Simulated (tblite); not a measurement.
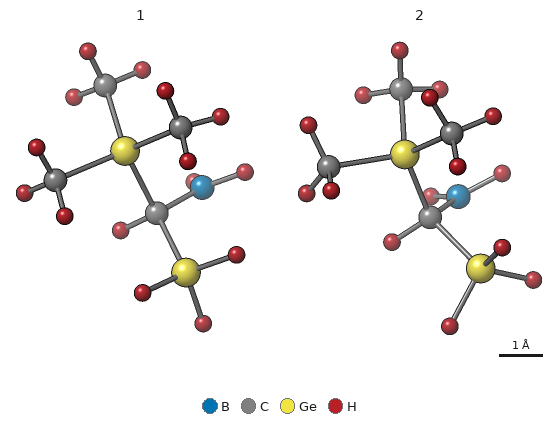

Two geometries of C4H15BGe2, drawn at one scale. One is the start of a relaxation, the other its converged end. The picture is a ball-and-stick view, seen from a free direction.

The calculation used GFN2-xTB geometry optimisation, gas phase in tblite 0.8.0. 

### Which geometry has the lower energy?

Structure 1 is the relaxed one. The energy falls by 16.0 kcal/mol in 162 geometry steps. The atom that moves furthest after the best rigid fit is an H atom (1.60 Å). Largest moves by element: H 1.60 Å, B 0.62 Å, C 0.41 Å, Ge 0.39 Å. Among the contacts that change: C–Ge 1.906 → 2.022 Å, C–Ge 1.916 → 1.984 Å, B–C 1.602 → 1.540 Å, Ge–H 1.560 → 1.505 Å. Among the angles between lasting bonds that change: B–C–H 104.0° → 113.6°, Ge–C–Ge 116.8° → 107.9°, H–C–H 113.8° → 108.1°. Groups turn about C–Ge by about 60°, C–Ge by about 30°, C–Ge by about 25°. The run took 2.5 s on 1 thread of Arm Neoverse N1, on a shared host.
